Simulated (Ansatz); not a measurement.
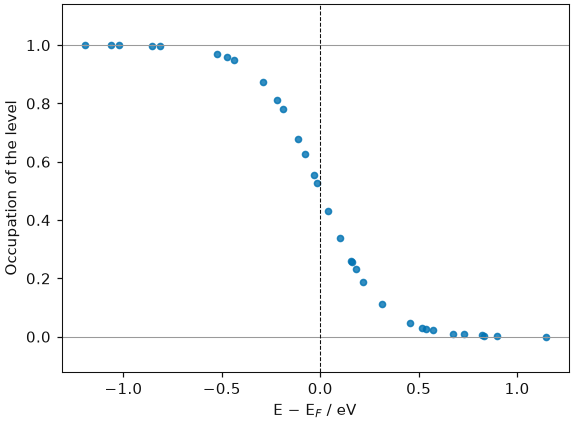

Occupations of the one-electron levels of the k mesh against their energy, from a run on Y (slab), 4 atoms in the cell, with Ansatz.

Q: Name the smearing function and its width.

A: Fermi-Dirac smearing with a width of 0.15 eV. The occupations stay between 0 and 1 and have long exponential tails; the slope at the Fermi level is 1/(4 × width).
